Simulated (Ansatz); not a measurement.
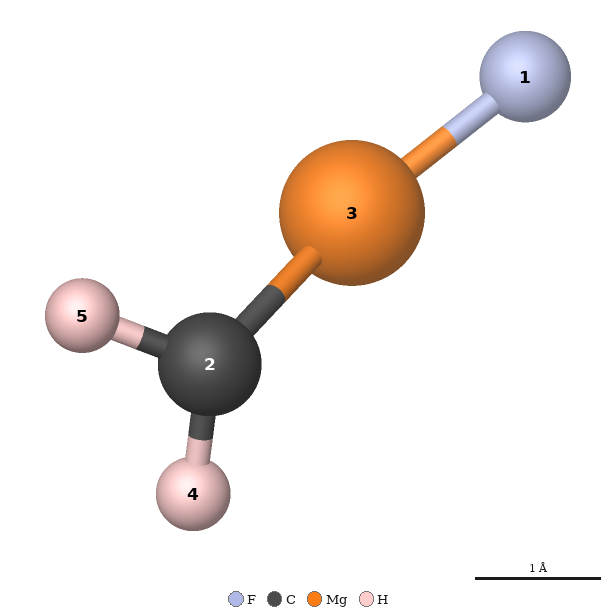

Atoms carry their numbers in the input. The species has charge −1 and is a spin singlet. Computed geometry: PBE-D4/def2-SVPD optimisation. No frequency run is at hand to confirm it as a minimum.

List the bonds and their lengths.

```csv
bond,length (Å)
F1–Mg3,1.850
C2–Mg3,2.040
C2–H4,1.120
C2–H5,1.120
```
